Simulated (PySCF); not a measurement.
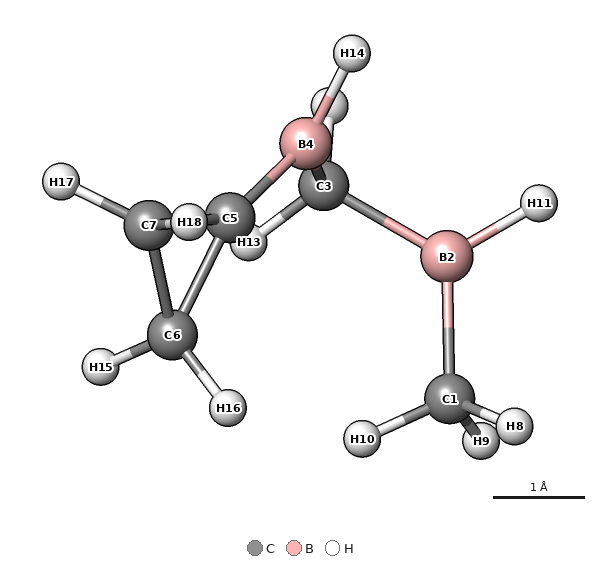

Figure 1. The structure (ball-and-stick view, seen at a tilt; atoms are numbered from 1 in the order of the input). Bond lengths as drawn: B–C 1.47 to 1.60 Å, B–H 1.17 Å, C–C 1.47 to 1.51 Å and C–H 1.08 to 1.09 Å.

## Run report: C₅H₁₁B₂, EPR calculation

System: C₅H₁₁B₂, multiplicity 2, SMILES CBCB[C]1CC1.
Method: UKS B3LYP, pcH-1 on B C H, non-relativistic, mean-field spin-orbit, GIAO (PySCF 2.14.0).

It belongs to a series of runs on one base structure; here: H removed from sp3 C.

Output:
```
UKS, coarse grid
  cycle   1  E = -246.71155688  |g| = 3.89e-01
  cycle   2  E = -246.68566628  |g| = 4.51e-01
  cycle   3  E = -246.79561485  |g| = 4.08e-02
  cycle   4  E = -246.79624734  |g| = 2.64e-02
  cycle   5  E = -246.79662498  |g| = 6.06e-03
  cycle   6  E = -246.79665264  |g| = 2.66e-03
  cycle   7  E = -246.79665802  |g| = 8.42e-04
UKS, final grid
  cycle   1  E = -246.79663659  |g| = 9.14e-04
  cycle   2  E = -246.79663645  |g| = 1.09e-03
  cycle   3  E = -246.79663704  |g| = 1.21e-04
  cycle   4  E = -246.79663705  |g| = 6.59e-05
  cycle   5  E = -246.79663706  |g| = 2.08e-05
E = -246.79663706 Eh   <S^2> = 0.7537 (exact 0.7500)
g shifts (ppm)      1          2          3
  rmc          -123       -123       -123
  gc              5         17         22
  oz_so         -22        545        762
  total        -139        439        661
hyperfine (MHz)  atom isotope    a_iso     a_fc   dipolar eigenvalues
    0   13C      -1.33      -1.33     -0.52      0.13      0.39
    1   11B      21.48      21.48     -3.32     -2.56      5.88
    2   13C       0.41       0.41     -4.61     -3.39      8.00
    3   11B     -15.59     -15.59    -13.32     -5.76     19.08
    4   13C      49.85      49.85    -62.70    -59.48    122.17
    5   13C     -16.97     -16.97     -3.62     -0.18      3.80
    6   13C     -17.79     -17.79     -3.76     -0.05      3.81
    7    1H       8.11       8.11     -1.15     -0.88      2.04
    8    1H       2.04       2.04     -0.90     -0.77      1.67
    9    1H      -0.06      -0.06     -1.68     -1.22      2.90
   10    1H      -0.43      -0.43     -2.02     -0.96      2.98
   11    1H       5.83       5.83     -3.25     -2.12      5.37
   12    1H      10.79      10.79     -3.87     -1.34      5.21
   13    1H      12.03      12.03     -7.81     -3.20     11.01
   14    1H      80.25      80.25     -4.38     -2.25      6.62
   15    1H      52.53      52.53     -4.38     -3.57      7.95
   16    1H      53.66      53.66     -4.34     -3.59      7.93
   17    1H      83.89      83.89     -4.46     -2.25      6.71
```

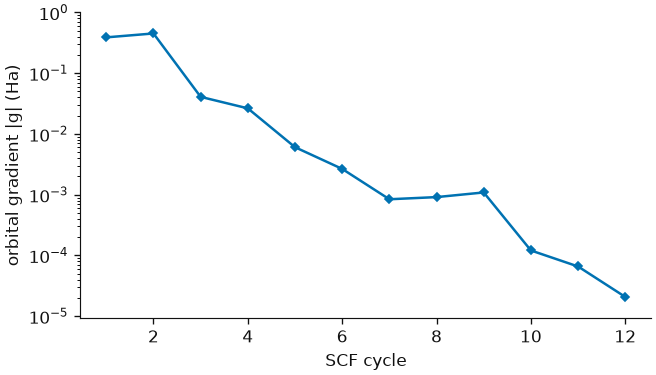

Figure 2. Convergence of the self-consistent field: orbital gradient |g| against the SCF cycle. All cycles printed in the log are drawn one after another.

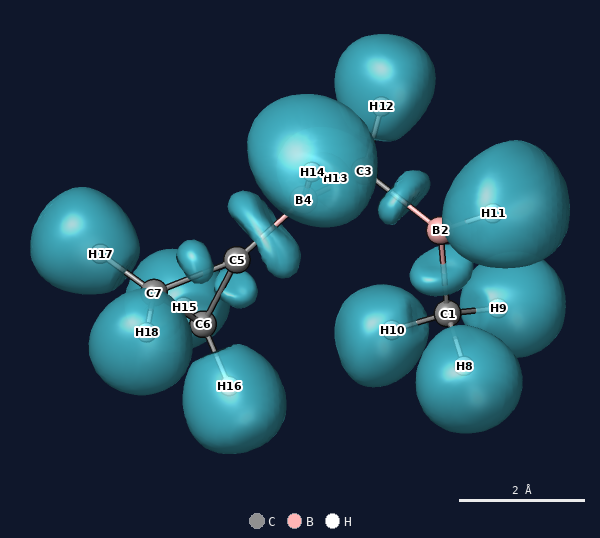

Figure 3. Isosurface of the ELF at 0.85 (cyan), seen at a tilt. Core shells and regions of very low density are left out. The ELF exceeds this value in four regions between bonded B–C atoms (shared pairs), three regions between bonded C–C atoms (shared pairs) and eleven regions around hydrogen nuclei. Profiles from the grid: C–C (1.47 Å): the ELF peaks at about 0.85 between the atoms (localised, shared-pair bonding).

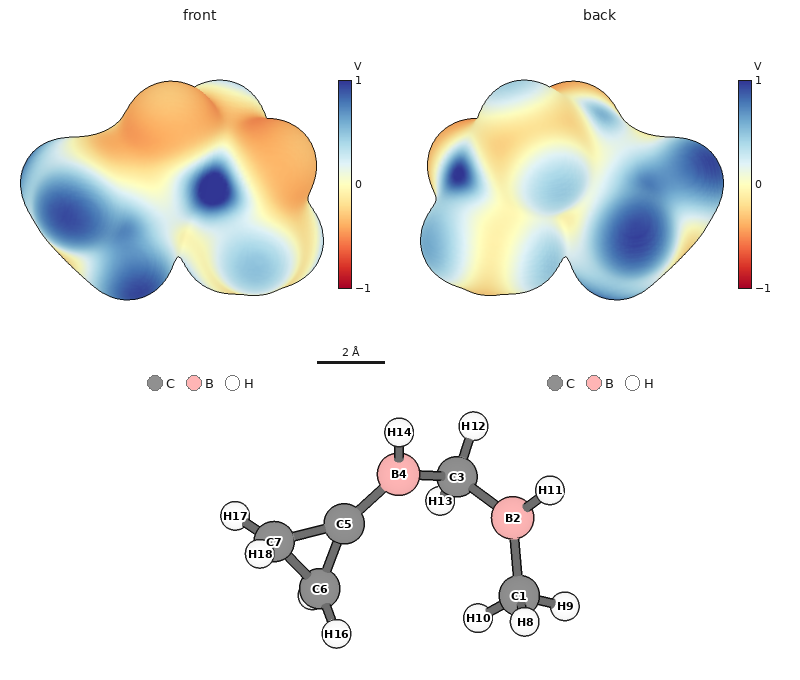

Figure 4. The electrostatic potential painted on the density surface at 0.002 e/bohr³, seen face on and from behind; red is negative and blue positive. The bare structure is drawn below in the same view. A positive charge is drawn to the negative regions and a negative charge to the positive ones.

The run was set up as follows.

Input file:
```
{"job": {"kind": "epr", "basis": "pcH-1"}, "charge": 0, "multiplicity": 2}
C      2.309513    -0.721947     0.384128
B      1.922337     0.785166     0.140350
C      0.801793     1.177974    -0.880755
B     -0.490765     1.302511     0.055447
C     -1.402613     0.150891     0.178335
C     -1.629768    -1.292235     0.034261
C     -2.756936    -0.366510     0.410451
H      2.373485    -0.955223     1.446474
H      3.305304    -0.910896    -0.019251
H      1.632728    -1.437241    -0.076722
H      2.482818     1.625270     0.739555
H      1.002754     2.137355    -1.352679
H      0.656882     0.423989    -1.651624
H     -0.706083     2.312518     0.613505
H     -1.618350    -1.721300    -0.960500
H     -1.229871    -1.961448     0.785369
H     -3.530299    -0.156694    -0.318100
H     -3.131690    -0.385864     1.426776
```

The first line tells a small driver script what to run in PySCF; the rest is the geometry in Å.

Launch command:
```bash
OMP_NUM_THREADS=1 python <driver script> task.json out
```

Results in brief:

- outcome: converged
- total energy: −246.796637 hartree
- ⟨S²⟩: 0.754
- isotropic g: 2.0026
- hardware: 1 CPU thread, shared host
- wall time: 59 s
- peak memory: 1.1 GiB
